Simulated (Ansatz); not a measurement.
## ZnInGaO4 (InGaZnO4 type, space group R3m), energy against volume

ZnInGaO4 (InGaZnO4 type, space group R3m)

```
CELL_PARAMETERS angstrom
      1.65535     0.95571     8.58736
     -1.65535     0.95571     8.58736
      0.00000    -1.91143     8.58736
ATOMIC_POSITIONS crystal
  In 0.99693 0.99693 0.99693
  Ga 0.21290 0.21290 0.21290
  Zn 0.78126 0.78126 0.78126
  O  0.13651 0.13651 0.13651
  O  0.87897 0.87897 0.87897
  O  0.28863 0.28863 0.28863
  O  0.70480 0.70480 0.70480
```

E(V) scan at fixed shape, V₀ the volume above. The atoms relax within the cell's symmetry.

Computed with r2SCAN (plane waves to 500 eV, PAW, scalar-relativistic; Ansatz, a quantum-chemistry and plane-wave program). k mesh 12×12×12 (Γ-centred), Fermi-Dirac smearing 0.05 eV. E stands for the smeared free energy. Compression counts positive. With the shape held, the modulus is that of even scaling; a crystal free to change shape is softer. ZnInGaO4 was relaxed with its symmetry unable to fall. ΔE is measured from the relaxed starting cell.

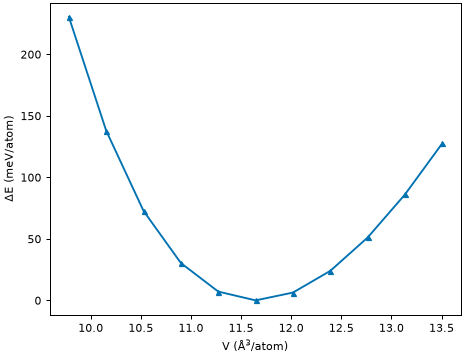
Fig. 1. ΔE (meV/atom) against V (Å³/atom); markers are the computed points, lines only join them.

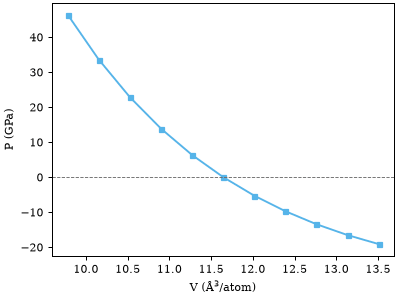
Figure: P (GPa) against V (Å³/atom); one marker a computed point.

The pressure derivative B₀′ (fit) comes out as 4.5 and the pressure for 5 % compression (fit) is 10.4 GPa. The equilibrium volume of the fit is 11.65 Å³/atom, the energy cost of the largest compression is 230.3 meV/atom and the energy cost of the largest expansion comes out as 127.7 meV/atom.

P = (3B₀/2)(x⁷ − x⁵)[1 + ¾(B₀′ − 4)(x² − 1)] with x = (1/0.95)^(1/3), B₀ = 180 GPa and B₀′ = 4.47.

(Under strain, the slope of the energy per volume gives the stress and its curvature an elastic modulus.)
